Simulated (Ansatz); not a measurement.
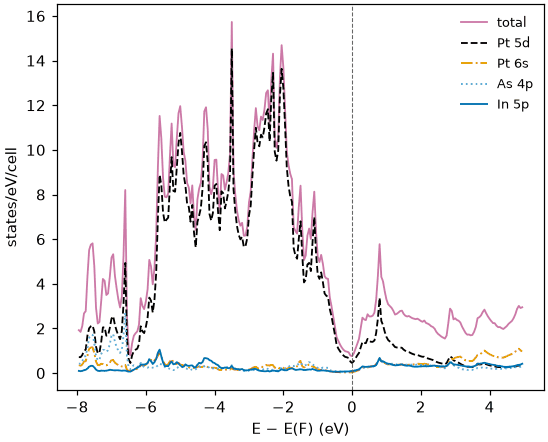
Figure: Total and projected density of states of InAsPt$_{5}$ in space group P4/mmm (No. 123; In on 1c, As on 1b, Pt on 4i, Pt on 1a), the program Ansatz at the r²SCAN level (PAW)

Q: Which orbitals carry the states next to the Fermi level?

A: Within 0.5 eV of the Fermi level: Pt 5d 65 %, In 5p 9 %, As 4p 9 %, Pt 6s 7 %. Projections are on Löwdin-orthogonalised atomic valence shells; empty p or d shells of many metals are not among them.

Q: Where is the tallest occupied peak in this window, and what makes it?

A: Near -3.5 eV, about 16 states/eV per cell; the largest projected share is Pt 5d.

The workflow started from a Materials Project entry (that database holds measured and hypothetical structures alike); the Crystallography Open Database copy checked does not list it. Its standing as an ambient phase is unchecked. The r²SCAN relaxation kept the symmetry of its start; its stability against distortions is not shown here. No spin polarisation was allowed. Spin–orbit coupling is left out wherever it is not named.

Potentials: the later of the program's two PAW sets.
